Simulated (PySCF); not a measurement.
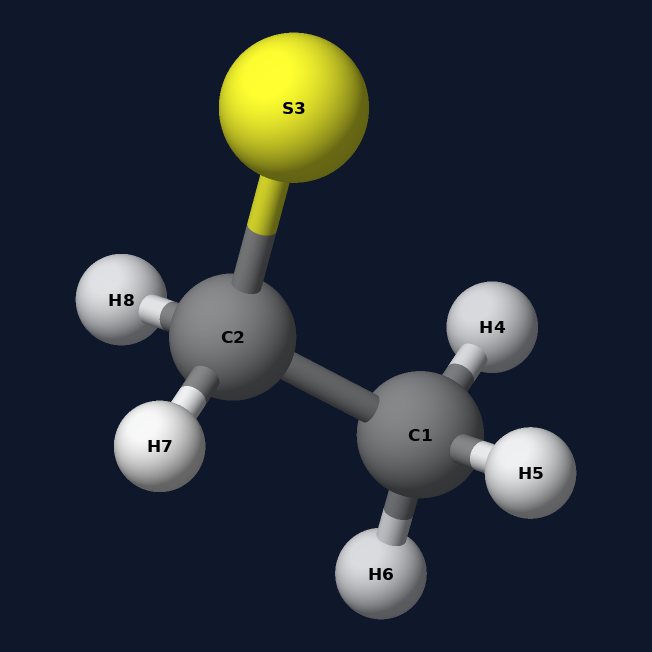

State: charge −1, singlet. The computed structure is the end point of a GFN2-xTB optimisation. No frequency run is at hand to confirm it as a minimum. Properties computed with delta-SCF UKS SCAN, pcX-2 on the ionised atom, pcseg-1 elsewhere, spin-free X2C (PySCF 2.14.0).

Give the core-electron binding energies (to vacuum; p and d levels without spin–orbit splitting) of C1 1s, C2 1s, S3 1s, S3 2p.

| atom | level | binding energy (eV) |
| --- | --- | --- |
| C1 | 1s | 285.8 |
| C2 | 1s | 285.5 |
| S3 | 1s | 2468.4 |
| S3 | 2p | 161.0 |
